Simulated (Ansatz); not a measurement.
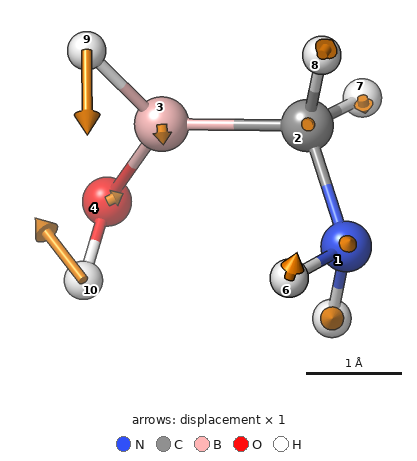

A relaxation of CH$_{6}$BNO (coarse preliminary run). The starting structure is drawn; orange arrows show the displacements, at their true length. The two geometries are superimposed by the best rigid fit.

The picture is a ball-and-stick view, seen at a tilt.

The start comes from a force field.

Theory: RKS PBE-D4/def2-SVP (Ansatz 0.2.0). Set-up: force threshold 0.03 eV/Å; at most 200 steps.

Atoms of which element are displaced furthest, and by how much?

Answer. Hydrogen: up to 0.99 Å, against 0.23 Å for boron.

What did the optimiser do to the structure, and how much energy did it gain?

Answer. Over 13 geometry steps the energy falls by 32.5 kcal/mol. Largest force component: 3.7 eV/Å at the start, 0.0058 eV/Å at the end. The atom that moves furthest after the best rigid fit is an H atom (0.99 Å). Largest moves by element: H 0.99 Å, B 0.23 Å, N 0.20 Å, O 0.20 Å, C 0.12 Å. Near-neighbour distances that change, for instance: B–O 1.529 → 1.369 Å, C–N 1.402 → 1.492 Å, H–N 1.110 → 1.030 Å, H–O 1.007 → 0.974 Å. Among the angles between lasting bonds that change: B–O–H 98.3° → 112.1°, N–C–B 111.3° → 103.1°, B–C–H 107.4° → 115.2°. Groups turn about B–O by about 85°, B–C by about 40°. The run took of the order of 22 core-seconds on a shared host.
